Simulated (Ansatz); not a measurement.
## Electronic structure of F$_{2}$H$_{2}$O$_{2}$Zr (SMILES [OH][Zr]([OH])([F])[F]) in real space

Input file:

```
basis:
  gaussian:
    orbitals: def2-TZVPD
crystal:
  periodic: [false, false, false]
  atoms:
    - {symbol: F, position_ang: [2.807693, -1.776684, 0.024386]}
    - {symbol: F, position_ang: [1.880068, -3.218421, 2.626495]}
    - {symbol: O, position_ang: [-0.205426, -1.784436, 0.811859]}
    - {symbol: O, position_ang: [1.877835, -0.107492, 2.483712]}
    - {symbol: Zr, position_ang: [1.577987, -1.709317, 1.489144]}
    - {symbol: H, position_ang: [-1.112475, -1.739826, 0.513783]}
    - {symbol: H, position_ang: [1.939355, 0.717238, 2.962893]}
output: {forces: true, orbitals: {seedname: orbitals}}
hamiltonian:
  xc: {name: PBE0}
```

Run with:

```sh
ansatz run input.yaml --threads 2 --pin off --max-ram 5220MiB --events-out events.jsonl --progress --plain --runs-dir runs
```

Geometry: PBE0-D4/def2-SVP; core potentials replace the inner electrons of Zr.

Computed with isolated molecule in a Gaussian basis; Kohn-Sham density functional theory, functional PBE0 in Ansatz.

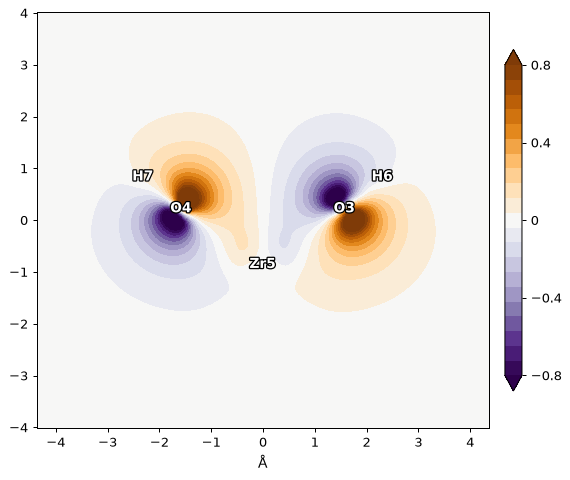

Figure 1. The HOMO on the plane of atoms O3, Zr5 and O4 (values in Å⁻³ᐟ²; the overall sign is arbitrary).

**What is the character of this orbital?**

By Hirshfeld shares it lies mainly on O3 (about 40 %) and O4 (about 40 %); largely a combination of lone pairs on O3 and O4. Its energy is −9.63 eV.

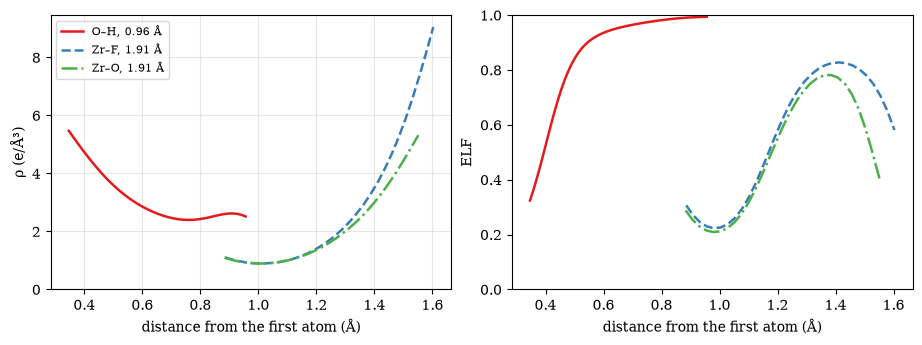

Figure 2. Electron density and ELF along straight lines between neighbouring atoms. The curves leave out the atomic cores.

**Compare the contacts.**

O–H (0.96 Å): ρ at the midpoint is about 3.8 e/Å³; the ELF climbs to about 1 towards the hydrogen, as it does in any bond to H: a covalent bond by its length.
Zr–F (1.91 Å): ρ is about 0.94 e/Å³ halfway; the ELF peaks at about 0.85 in the valence shell of F, 0.5 Å from its nucleus, and drops to about 0.20 between the two atoms.
Zr–O (1.91 Å): the density is about 0.93 e/Å³ at the midpoint; the ELF peaks at about 0.80 in the valence shell of O, 0.5 Å from its nucleus, and drops to about 0.20 between the two atoms.
